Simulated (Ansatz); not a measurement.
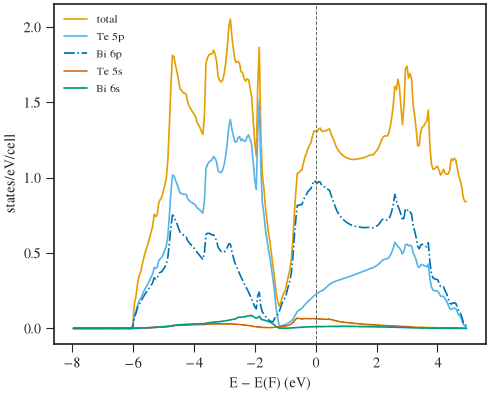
*Total and projected density of states of BiTe in space group R-3m (No. 166; Bi on 3b, Te on 3a), r²SCAN (plane waves, PAW; program Ansatz)*

Q: Which orbitals carry the states next to the Fermi level?

A: Within 0.5 eV of the Fermi level: Bi 6p 74 %, Te 5p 17 %, Te 5s 5 %. Projections are on Löwdin-orthogonalised atomic valence shells; empty p or d shells of many metals are not among them.

Q: Where is the tallest occupied peak in this window, and what makes it?

A: Near -2.8 eV, about 2.1 states/eV per cell; the largest projected share is Te 5p.

The workflow started from a Materials Project entry (that database holds measured and hypothetical structures alike); the Crystallography Open Database copy checked does not list it. COD files the formula under space group No. 164, 225. Its standing as an ambient phase is unchecked. Symmetry was held in the r²SCAN relaxation; whether a distortion lowers the energy is not shown. With an odd number of electrons in the cell and no spin polarisation, the count alone makes it a metal. Scalar-relativistic: spin–orbit coupling is off unless named, which matters more the heavier the elements.

Potentials: the later of the program's two PAW sets.
